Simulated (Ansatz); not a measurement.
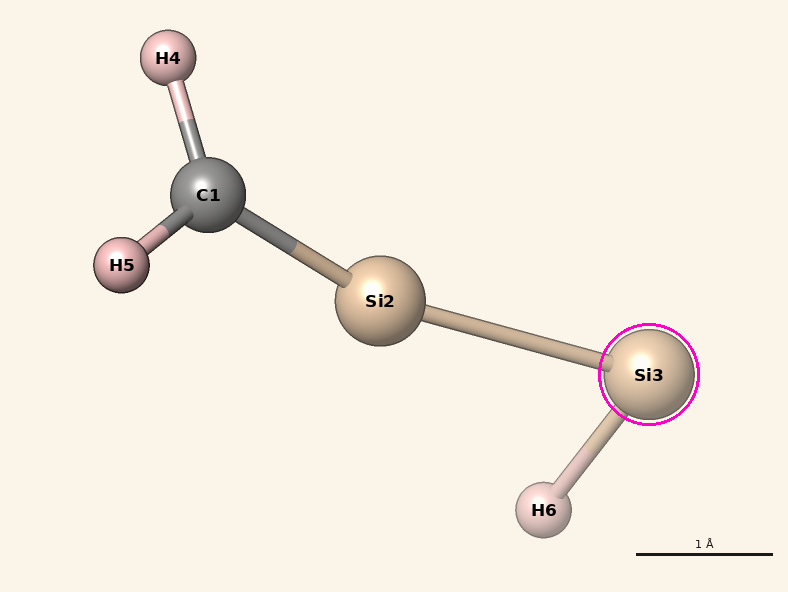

Orthographic view. Atoms fade into the background with distance from the viewer. State: neutral, doublet. Computed geometry: PBE0-D4/def2-TZVP optimisation. No frequency run is at hand to confirm it as a minimum.

> Name the neighbours of the circled atom.

The circled atom is Si3; it is bonded to Si2, H6.

> Which atom is nearest the viewer?

H5, 1.5 Å in front of the mean position.

> What is the shortest path along bonds from the circled atom to H4?

Si3–Si2–C1–H4, 3 bonds; through space the two are 4.51 Å apart.

> Which atom is farthest from the viewer?

H6, 1.8 Å behind the mean position.
